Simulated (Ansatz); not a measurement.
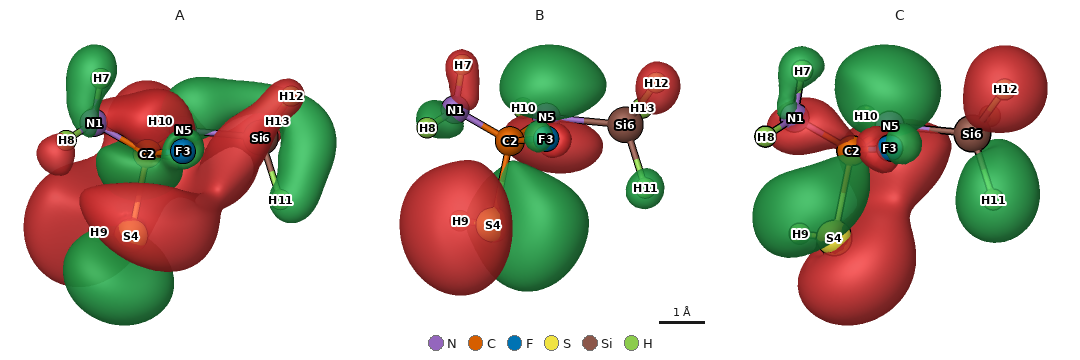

*CH₇FN₂SSi. Three frontier orbitals at ±0.06 Å⁻³ᐟ² (green and red are the two phases), in no order.*

Computed with RKS PBE/def2-SVP (Ansatz 0.2.0).

```yaml
atoms:
  - { symbol: N, position_ang: [-1.5886, 1.1336, -0.4678] }
  - { symbol: C, position_ang: [-0.6931, 0.0501, -0.3923] }
  - { symbol: F, position_ang: [-1.2233, -1.1136, 0.2372] }
  - { symbol: S, position_ang: [-0.4043, -0.6213, -2.1448] }
  - { symbol: N, position_ang: [0.4501, 0.3918, 0.3656] }
  - { symbol: Si, position_ang: [1.4677, -0.7994, 1.1843] }
  - { symbol: H, position_ang: [-1.8728, 1.4453, 0.4693] }
  - { symbol: H, position_ang: [-2.4011, 0.9213, -1.0542] }
  - { symbol: H, position_ang: [0.1046, 0.5535, -2.6110] }
  - { symbol: H, position_ang: [0.8188, 1.3197, 0.1496] }
  - { symbol: H, position_ang: [1.7971, -1.9687, 0.2998] }
  - { symbol: H, position_ang: [0.8457, -1.3069, 2.4535] }
  - { symbol: H, position_ang: [2.7196, -0.0401, 1.5258] }
```

Question: Order the three orbitals by energy and name them.

Answer: C is the HOMO−1 (−6.15 eV). It lies mainly on S4 (about 35 %), N5 (about 35 %) and C2 (about 5 %). B is the HOMO (−5.44 eV). It lies mainly on S4 (about 65 %) and N5 (about 20 %); largely a lone pair of S4. A is the LUMO (−0.42 eV). By Hirshfeld shares it lies mainly on S4 (about 40 %), C2 (about 15 %), H9 (about 15 %) and Si6 (about 10 %).

Question: What is the HOMO–LUMO gap?

Answer: 5.02 eV between the orbital energies.
